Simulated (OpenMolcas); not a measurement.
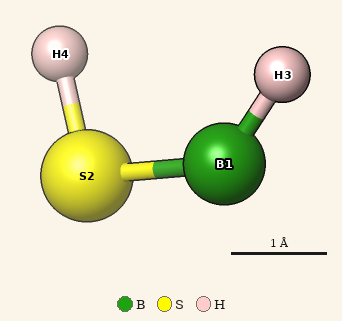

**Figure 1.** The structure (ball-and-stick view, seen at a tilt; atoms are numbered from 1 in the order of the input). Bond lengths as drawn: B–H 1.16 Å, B–S 1.72 Å and H–S 1.36 Å.

# BH2S (charge +1): single-point calculation

BH2S, charge +1, computed with M06-2X/STO-3G, RKS (OpenMolcas 26.06).

The geometry is that of the parent species in another charge or spin state. The geometry comes from this level: GFN2-xTB.

Output:
```
--- Start Module: gateway ---

                                              &GATEWAY

                       available to each process: 1.9 GB of memory, 1 thread

 Basis Set     1 Label: B.STO-3G
 Basis set is read from library:.
 basistype.tbl is not found

 Basis Set     2 Label: S.STO-3G
 Basis set is read from library:.
 basistype.tbl is not found

 Basis Set     3 Label: H.STO-3G
 Basis set is read from library:.
 basistype.tbl is not found

++    Symmetry information:
      ---------------------

                    Character Table for C1

                             E
                    a        1  x, y, xy, Rz, z, xz, Ry, yz, Rx, I
--

++    Basis set information:
      ----------------------

      Basis set label: B.STO-3G.........

      Electronic valence basis set:
      ------------------
      Associated Effective Charge   5.000000 au
      Associated Actual Charge      5.000000 au
      Nuclear Model: Point charge

      Shell  nPrim  nBasis  Cartesian Spherical Contaminant
         s       6       2        X
         p       3       1        X

      Basis set label: S.STO-3G.........

      Electronic valence basis set:
      ------------------
      Associated Effective Charge  16.000000 au
      Associated Actual Charge     16.000000 au
      Nuclear Model: Point charge

      Shell  nPrim  nBasis  Cartesian Spherical Contaminant
         s       9       3        X
         p       6       2        X

      Basis set label: H.STO-3G.........

      Electronic valence basis set:
      ------------------
      Associated Effective Charge   1.000000 au
      Associated Actual Charge      1.000000 au
      Nuclear Model: Point charge

      Shell  nPrim  nBasis  Cartesian Spherical Contaminant
         s       3       1        X
--

++    Molecular structure info:
      -------------------------

                    ************************************************
                    **** Cartesian Coordinates / bohr, angstrom ****
                    ************************************************

     Center  Label                x              y              z                     x              y              z
        1      B1               0.729359      -0.657606       1.474156              0.385960      -0.347990       0.780090
        2      S2              -0.072547       2.097237      -0.058619             -0.038390       1.109810      -0.031020
        3      H3               0.467443      -2.737495       0.836620              0.247360      -1.448620       0.442720
        4      H4              -1.124236       1.297864      -2.252157             -0.594920       0.686800      -1.191790

                    ***************************************
                    *    InterNuclear Distances / bohr    *
                    ***************************************

               1 B1            2 S2            3 H3            4 H4
    1 B1       0.000000
    2 S2       3.252939        0.000000
    3 H3       2.191117        4.946481        0.000000
    4 H4       4.598378        2.560596        5.325233        0.000000

                    *******************************************
                    *    InterNuclear Distances / angstrom    *
                    *******************************************

               1 B1            2 S2            3 H3            4 H4
    1 B1       0.000000
    2 S2       1.721381        0.000000
    3 H3       1.159489        2.617565        0.000000
    4 H4       2.433357        1.355009        2.817992        0.000000
--

            Nuclear Potential Energy             37.63337826 au

--- Stop Module: gateway /rc=_RC_ALL_IS_WELL_ ---

--- Start Module: seward ---

                                              &SEWARD

                       available to each process: 1.9 GB of memory, 1 thread

               SEWARD will generate:
                  Multipole Moment integrals up to order  2
                  Kinetic Energy integrals
                  Nuclear Attraction integrals (point charge)
                  One-Electron Hamiltonian integrals
                  Velocity integrals
                  Orbital angular momentum around (  0.1122   1.2970   0.2873 )
                  Velocity quadrupole around (  0.1122   1.2970   0.2873 )
                  Two-Electron Repulsion integrals

                   Integrals are discarded if absolute value <: 1.00E-14
                   Integral cutoff threshold is set to       <: 1.00E-16

            Nuclear Potential Energy             37.63337826 au

      Basis set specifications :
      Symmetry species         a
      Basis functions           16

--- Stop Module: seward /rc=_RC_ALL_IS_WELL_ ---

--- Start Module: scf ---

                                                &SCF

                       available to each process: 1.9 GB of memory, 1 thread

 ###############################################################################
 ###     Minimized-density-differences option turned off!                    ###
 ###############################################################################
++    Input section:
      --------------

      Header of the integral files:

      Cartesian coordinates in angstrom:
      -----------------------------------------------------
      No.  Label        X            Y            Z
      -----------------------------------------------------
       1   B1         0.38596000  -0.34799000   0.78009000
       2   S2        -0.03839000   1.10981000  -0.03102000
       3   H3         0.24736000  -1.44862000   0.44272000
       4   H4        -0.59492000   0.68680000  -1.19179000
      -----------------------------------------------------
      Nuclear repulsion energy =   37.63337826
--

++    Orbital specifications:
      -----------------------

      Symmetry species               1
                                     a
      Frozen orbitals                0
      Aufbau                        11
      Start temperature = 0.500
      End temperature   = 0.010
      Temperature Factor= 0.460
      Deleted orbitals               0
      Total number of orbitals      16
      Number of basis functions     16
--

      Molecular charge                           1.000

      Numerical integration parameters
      --------------------------------
      Radial quadrature type:                         MHL
      Size of radial grid:                            99
      Lebedev angular grid:                           41
      Angular grid pruned with the crowding factor:  1.00E+10
                                 and fading factor:  1.00E+01
      Screening threshold for integral computation:   1.00E-11
      Radial quadrature accuracy:                     1.00E-25
      Maximum batch size:                             128
      AO values are stored on disk
      The same grid will be used for all iterations.

      DFT functional specifications
      -----------------------------
      Using Libxc version: 6.2.2
      Please cite the following reference:
      S. Lehtola, C. Steigemann, M. J.T. Oliveira, and M. A.L. Marques.,  SoftwareX 7, 1–5 (2018) doi:10.1016/j.softx.2017.11.002

      * Minnesota M06-2X hybrid exchange functional
        - Y. Zhao and D. G. Truhlar.,  Theor. Chem. Acc. 120, 215 (2008) doi:10.1007/s00214-007-0310-x
      * Minnesota M06-2X correlation functional
        - Y. Zhao and D. G. Truhlar.,  Theor. Chem. Acc. 120, 215 (2008) doi:10.1007/s00214-007-0310-x

++    Optimization specifications:
      ----------------------------

      SCF Algorithm: Conventional
      D(i)-D(i-1) density differences are used
      Number of density matrices in core                 5
      Maximum number of NDDO SCF iterations            400
      Maximum number of HF SCF iterations              400
      Threshold for SCF energy change             1.00E-10
      Threshold for density matrix                1.00E-07
      Threshold for Fock matrix                   1.00E-07
      Threshold for linear dependence             1.00E-09
      Threshold at which DIIS is turned on        1.50E-01
      Maximum depth in the DIIS procedure                5
      Maximum depth in the BFGS Hessian update          30
      Threshold at which QNR/C2DIIS is turned on  7.50E-02
      Threshold for Norm(delta) (QNR/C2DIIS)      1.00E-05
      All orbitals punched on: SCFORB
--

      Input vectors read from INPORB
      Orbital file label: *Guess orbitals

++ Convergence information
                                   M062X      iterations: Energy and convergence statistics

Iter     Tot. M062X      One-elec.       Two-elec.     Energy      Max Dij or  Max Fij      DNorm      TNorm      AccCon     Time
         Energy          Energy          Energy        Change      Delta Norm                                                in Sec.
   1  -416.503747525  -656.076290484   201.939164696   0.00E+00    9.37E-02*   4.61E-01*    7.62E+00   7.59E+01   None         0.
   2  -417.880950956  -664.691837237   209.177508017  -1.38E+00*   5.72E-01*   2.19E-01*    3.62E+00   7.75E+01   EDIIS        0.
   3  -417.407954418  -653.032005301   197.990672620   4.73E-01*   8.64E-02*   1.85E-01*    3.72E+00   7.49E+01   EDIIS        0.
   4  -419.044244799  -663.116052345   206.438429282  -1.64E+00*   6.59E-01*   1.05E-01*    2.43E+00   7.70E+01   EDIIS        0.
   5  -418.939637249  -658.521033577   201.948018064   1.05E-01*   6.75E-02*   7.72E-02*    2.02E+00   7.60E+01   EDIIS        0.
   6  -419.196387442  -661.845766057   205.016000352  -2.57E-01*   8.66E-02*   1.56E-02*    6.00E-01   7.67E+01   EDIIS        0.
   7  -419.196139475  -661.351263136   204.521745398   2.48E-04*   1.51E-02*   7.93E-03*    2.16E-01   7.66E+01   EDIIS        0.

       Fermi aufbau procedure completed!
      nOcc=   11

   8  -419.197628634  -661.612738428   204.781731530  -1.49E-03*   6.02E-03*   7.72E-04*    4.80E-02   7.66E+01   c2DIIS       0.
   9  -419.197643988  -661.601308044   204.770285793  -1.54E-05*   1.59E-03*   4.29E-04*    1.71E-02   7.66E+01   QNRc2DIIS    0.
  10  -419.197646132  -661.602706655   204.771682260  -2.14E-06*   1.56E-03*   1.74E-04*    7.32E-03   7.66E+01   QNRc2DIIS    0.
  11  -419.197646445  -661.597535667   204.766510959  -3.13E-07*   4.41E-04*   2.21E-04*    7.36E-03   7.66E+01   QNRc2DIIS    0.
  12  -419.197646682  -661.600734996   204.769710051  -2.37E-07*   5.34E-05*   1.23E-05*    2.04E-03   7.66E+01   QNRc2DIIS    0.
  13  -419.197646684  -661.600605784   204.769580837  -1.75E-09*   1.02E-05*   3.76E-06*    2.00E-04   7.66E+01   QNRc2DIIS    0.
  14  -419.197646684  -661.600668251   204.769643303  -1.23E-10*   9.68E-07    2.84E-07*    4.41E-05   7.66E+01   QNRc2DIIS    0.
  15  -419.197646684  -661.600667534   204.769642587  -1.25E-12    3.75E-07    6.95E-08     4.37E-06   7.66E+01   QNRc2DIIS    0.

       Convergence after  15 Iterations
--

 *****************************************************************************************************************************
 *                                             SCF/KS-DFT Program, Final results                                             *
 *                                                       Final Results                                                       *
 *****************************************************************************************************************************

::    Total KS-DFT energy                            -419.1976466838
      One-electron energy                            -661.6006675342
      Two-electron energy                             204.7696425870
      Nuclear repulsion energy                         37.6333782634
      Kinetic energy (interpolated)                   412.5815983823
      Virial theorem                                    1.0160357329
      Total spin, S(S+1)                                0.0000000000
      Total spin, S                                     0.0000000000
      Max non-diagonal density matrix element           0.0000003891
      Max non-diagonal Fock matrix element              0.0000000219

      All orbitals with orbital energies smaller than  E(LUMO)+0.5 are printed

++    Molecular orbitals:
      -------------------

      Title: RKS-DFT orbitals

      Molecular orbitals for symmetry species 1: a

          Orbital            1         2         3         4         5         6         7         8         9        10
          Energy          -89.2009   -8.3631   -7.2836   -6.2279   -6.2204   -6.2177   -1.1007   -0.8116   -0.7489   -0.6041
          Occ. No.          2.0000    2.0000    2.0000    2.0000    2.0000    2.0000    2.0000    2.0000    2.0000    2.0000

          Orbital           11        12        13        14        15
          Energy           -0.5722   -0.3163   -0.2170    0.0097    0.0802
          Occ. No.          2.0000    0.0000    0.0000    0.0000    0.0000

--

++    Molecular charges:
      ------------------

      Mulliken charges per centre and basis function type
      ---------------------------------------------------

                B1      S2      H3      H4
      1s       3.0619  5.8361  0.8906  0.8329
      2px      0.4479  3.3912  0.0000  0.0000
      2pz      0.2332  3.0877  0.0000  0.0000
      2py      0.8872  3.3314  0.0000  0.0000
      Total    4.6302 15.6463  0.8906  0.8329

      N-E      0.3698  0.3537  0.1094  0.1671

      Total electronic charge=   22.000000

      Total            charge=    1.000000
--

++    Molecular properties:
      ---------------------

      Charge (e):
                      =    1.0000
      Dipole Moment (debye):
      Origin of the operator (angstrom)=    0.0594    0.6864    0.1520
                   X=  3.6725E-01               Y= -2.7133E+00               Z=  6.4231E-01           Total=  2.8124E+00
      Center of Charge (angstrom)
                     X=    0.13582846               Y=    0.12145740               Z=    0.28576893
      Quadrupole Moment (debye*angstrom):
      Origin of the operator (angstrom)=    0.0594    0.6864    0.1520
                  XX= -1.4797E+01              XY= -1.2093E+00              XZ=  2.6559E+00              YY= -1.3325E+01
                  YZ= -2.3676E+00              ZZ= -1.0754E+01
      In traceless form (debye*angstrom)
                  XX= -2.7568E+00              XY= -1.8139E+00              XZ=  3.9838E+00              YY= -5.4989E-01
                  YZ= -3.5514E+00              ZZ=  3.3067E+00
--

--- Stop Module: scf /rc=_RC_ALL_IS_WELL_ ---
--- Module scf spent 3 seconds ---

.##################.
.# Happy landing! #.
.##################.

    Timing: Wall=4.04 User=3.27 System=0.76
```

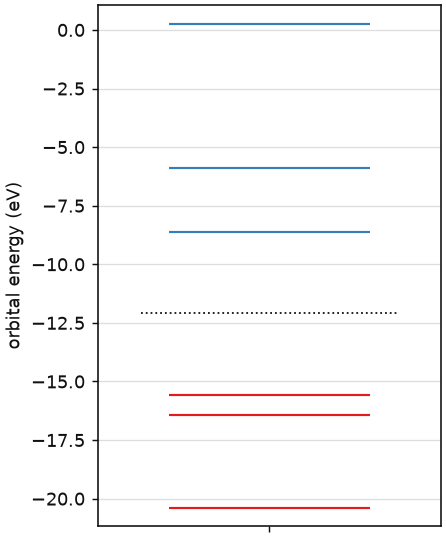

**Figure 2.** Orbital energies near the frontier; the dotted line parts filled from empty levels, and levels within 0.02 eV of each other stand side by side. Highest filled −15.57 eV, lowest empty −8.61 eV, 6.96 eV apart.

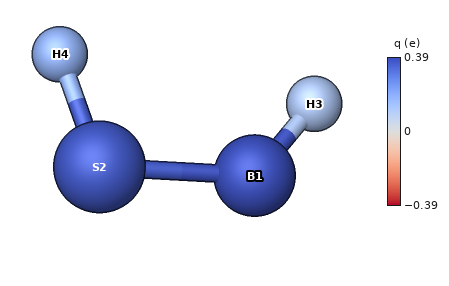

**Figure 3.** Mulliken charges, as the colour of each atom (ball-and-stick view, seen at a tilt; atoms are numbered from 1 in the order of the input). By element: B +0.37, S +0.35 and H +0.11 to +0.17 e.

The run was set up as follows.

Input file:
```
* BH2S Kohn-Sham DFT

&gateway
 baslib=$CurrDir
 coord
 4
 angstrom
 B        0.385960      -0.347990       0.780090
 S       -0.038390       1.109810      -0.031020
 H        0.247360      -1.448620       0.442720
 H       -0.594920       0.686800      -1.191790
 basis=STO-3G
 group=NoSym

&seward
 gridinput
 Grid=UltraFine
 End of Grid

&scf
 charge=1
 ksdft=M062X
 thresholds=1e-10 1e-07 1e-07 1e-05
 prorbitals=1 1
```

Launched with:
```bash
export MOLCAS_MEM=1860
pymolcas calc.input > calc.log
```

Results in brief:

- outcome: converged
- total energy: −419.197647 hartree
- basis functions: 16
- HOMO: −15.57 eV
- LUMO: −8.61 eV
- hardware: 1 thread of Arm Neoverse V2, 24 GiB of memory available, shared host
- wall time: 4.2 s
- peak memory: 0.37 GiB
